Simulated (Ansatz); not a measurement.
Frequency calculation of CH7ClOSi2

CH7ClOSi2, computed with RKS LDA/6-31G (Ansatz 0.2.0).

It belongs to a series of runs on one base structure; here: vibrations at the highest image of the band. Figures and captions count atoms from 1; the log counts them from 0 in places.

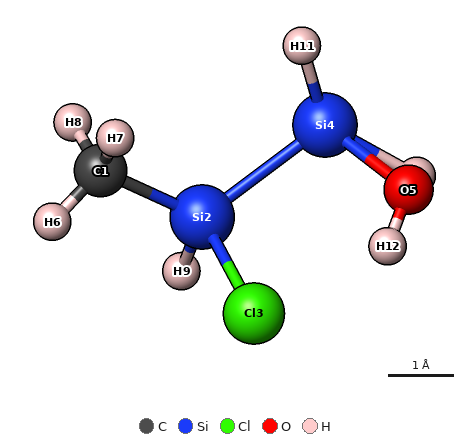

The input geometry (ball-and-stick view, seen at a tilt; atoms are numbered from 1 in the order of the input). Bond lengths as drawn: Cl–Si 2.23 Å, C–H 1.10 to 1.11 Å, C–Si 1.89 Å, H–O 1.01 Å, H–Si 1.52 to 1.66 Å, O–Si 1.93 Å and Si–Si 2.39 Å.

Input
```yaml
crystal:
  periodic: [false, false, false]
  atoms:
    - { symbol: C, position_ang: [-1.372416, -0.609166, 1.487087] }
    - { symbol: Si, position_ang: [0.28847, -0.521406, 0.592572] }
    - { symbol: Cl, position_ang: [1.254893, 1.402902, 1.189508] }
    - { symbol: Si, position_ang: [0.278877, -0.256943, -1.77859] }
    - { symbol: O, position_ang: [1.301372, 1.368712, -1.946956] }
    - { symbol: H, position_ang: [-1.23058, -0.582876, 2.581619] }
    - { symbol: H, position_ang: [-2.01677, 0.234968, 1.186826] }
    - { symbol: H, position_ang: [-1.883839, -1.554016, 1.220858] }
    - { symbol: H, position_ang: [1.242964, -1.573037, 1.12475] }
    - { symbol: H, position_ang: [1.741825, 0.165255, -2.433991] }
    - { symbol: H, position_ang: [-1.17365, 0.111173, -2.106638] }
    - { symbol: H, position_ang: [1.645952, 1.759237, -1.082944] }
basis:
  gaussian: { orbitals: "6-31G" }
hamiltonian:
  xc: lda
phonons: {}
```

Run on 1 thread of Intel Xeon @ 2.50GHz (Skylake/Cascade Lake), 189 GiB of memory available, shared host.

Launch command:
```bash
ansatz run input.yaml --threads 1 --pin off --max-ram 2048MiB --backend cpu --events-out ev --progress --plain --runs-dir out
```

Log
```
Engine: ansatz 0.2.0, x86_64-unknown-linux-gnu
Functional definition: SPW92
  exchange = slater_x
  correlation = pw_c
911 factors; integrals over basis functions are off by at most 1.8e-4 eV
mean field evaluation 1: about -31331.4286 eV, gradient 7.0e1 eV
mean field evaluation 2: about -31251.9300 eV, gradient 1.8e2 eV
mean field evaluation 4: about -31341.5295 eV, gradient 1.2e1 eV
mean field evaluation 8: about -31341.9203 eV, gradient 1.8e-1 eV
mean field evaluation 16: about -31341.9058 eV, gradient 7.1e-5 eV
mean field -31341.90580198 eV, -1151.7937939160 hartree, gradient 3.1e-5 eV, S^2 0.000000; 0 other end points of the search recorded, 0 dependent functions left out
the calculation of the forces begins
reference -31341.90583641 eV, -1151.7937951814 hartree; 33, 33 occupied and 38, 38 virtual orbitals, 911 factors
these checks for a lower state are left out or cut short: stability, starts, cluster_reference, orbital_swaps, neighbouring_geometries, increment
911 factors; integrals over basis functions are off by at most 1.8e-4 eV
mean field -31341.90568868 eV, -1151.7937897524 hartree, gradient 1.3e-6 eV, S^2 0.000000; 0 other end points of the search recorded, 0 dependent functions left out
[... from here on the field's lines of each further geometry are left out, up to the last ...]
the calculation of the forces begins
reference -31341.90575732 eV, -1151.7937922747 hartree; 33, 33 occupied and 38, 38 virtual orbitals, 911 factors
these checks for a lower state are left out or cut short: stability, starts, cluster_reference, orbital_swaps, neighbouring_geometries, increment
911 factors; integrals over basis functions are off by at most 1.8e-4 eV
mean field evaluation 448: about -31341.9057 eV, gradient 1.8e-4 eV
mean field -31341.90571529 eV, -1151.7937907300 hartree, gradient 1.7e-6 eV, S^2 0.000000; 0 other end points of the search recorded, 0 dependent functions left out
the calculation of the forces begins
reference -31341.90574972 eV, -1151.7937919955 hartree; 33, 33 occupied and 38, 38 virtual orbitals, 911 factors
WARN: phonons: modes at or below zero, which the zero-point energy, F, S and C_V leave out: 1, the lowest at -1187.68 cm⁻¹. A minimum has none, and a first-order saddle one
Total energy: -31341.90583641 eV, -1151.7937951814 hartree
Atom 0 at    -1.372416    -0.609166     1.487087 Å, force     0.001808    -0.002982    -0.007279 eV/Å
Atom 1 at     0.288470    -0.521406     0.592572 Å, force    -0.005644    -0.006627     0.007292 eV/Å
Atom 2 at     1.254893     1.402902     1.189508 Å, force     0.004200     0.006620    -0.000873 eV/Å
Atom 3 at     0.278877    -0.256943    -1.778590 Å, force    -0.010973    -0.001866     0.003046 eV/Å
Atom 4 at     1.301372     1.368712    -1.946956 Å, force    -0.008373     0.019550    -0.001562 eV/Å
Atom 5 at    -1.230580    -0.582876     2.581619 Å, force     0.002374     0.000988     0.000886 eV/Å
Atom 6 at    -2.016770     0.234968     1.186826 Å, force    -0.000820     0.000545     0.000822 eV/Å
Atom 7 at    -1.883839    -1.554016     1.220858 Å, force    -0.000970     0.002449     0.002437 eV/Å
Atom 8 at     1.242964    -1.573037     1.124750 Å, force    -0.001779    -0.003737    -0.001158 eV/Å
Atom 9 at     1.741825     0.165255    -2.433991 Å, force     0.013769    -0.006407    -0.003619 eV/Å
Atom 10 at    -1.173650     0.111173    -2.106638 Å, force     0.003042    -0.004158    -0.001356 eV/Å
Atom 11 at     1.645952     1.759237    -1.082944 Å, force     0.003365    -0.004375     0.001363 eV/Å
Dipole moment:    -0.349514    -0.489082     0.234693 e Å
Vibrations: -1187.68 34.21 127.16 136.51 168.95 171.30 212.38 379.27 422.84 436.77 488.73 597.39 658.13 675.15 697.48 730.71 832.31 847.54 901.85 959.90 1298.00 1426.01 1434.79 1780.25 2027.47 2114.31 2987.07 3090.27 3111.80 3262.03 cm⁻¹, zero-point energy 1.984402 eV
```

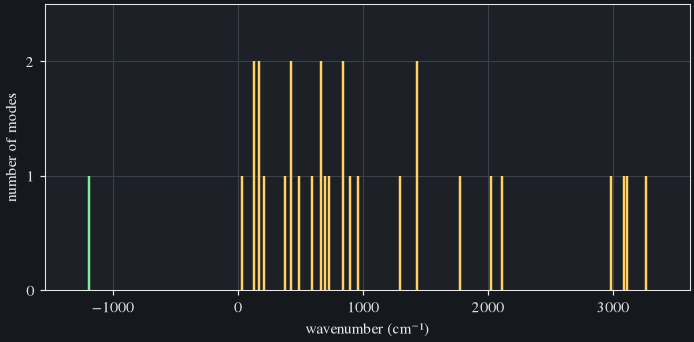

Harmonic vibrational wavenumbers from the force constants; neighbouring modes closer than 20 cm⁻¹ are counted in one stick, and imaginary ones are drawn at negative wavenumbers. 30 modes from 1188i to 3262 cm⁻¹, 1 imaginary beyond 8i (1188i cm⁻¹): a first-order saddle point, if the geometry is stationary.

Key numbers

| quantity | value |
| --- | --- |
| outcome | converged |
| total energy | −31341.9058 eV |
| mean-field energy | −31341.9058 eV |
| largest force (length of the vector) | 0.021 eV/Å |
| wall time | 6.9 min |
| peak memory | 0.14 GiB |
